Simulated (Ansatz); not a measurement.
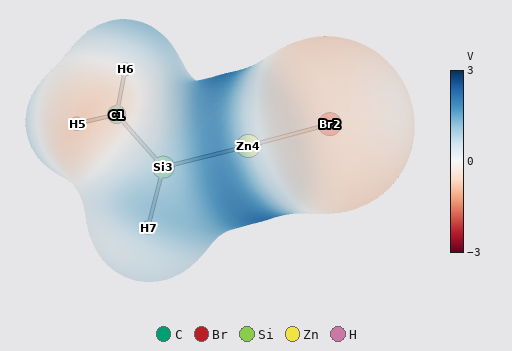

The picture shows: CH$_{3}$BrSiZn. The molecular electrostatic potential painted on the density surface at 0.002 e/bohr³, seen at a tilt; red is negative and blue positive.

Geometry: PBE0-D3(BJ)/def2-SVP.

These are results of isolated molecule in a Gaussian basis; Kohn-Sham density functional theory, functional PBE0 in Ansatz, not measurements.

```xyz
7

C     1.1681    1.9390    1.6667
Br   -4.1492    3.8168    1.1124
Si    0.0875    2.2471    0.3636
Zn   -2.0719    3.0464    0.7275
H     2.1854    1.5631    1.5154
H     0.8842    2.1065    2.7101
H     0.5698    1.9868   -1.0249
```

### Where is the surface potential most negative and most positive?

The most negative region (about −0.7 V) lies over the π face of C1, the most positive (about +2.1 V) over Zn4.

### What dipole moment does the calculation give?

Its dipole moment is 1.59 D.
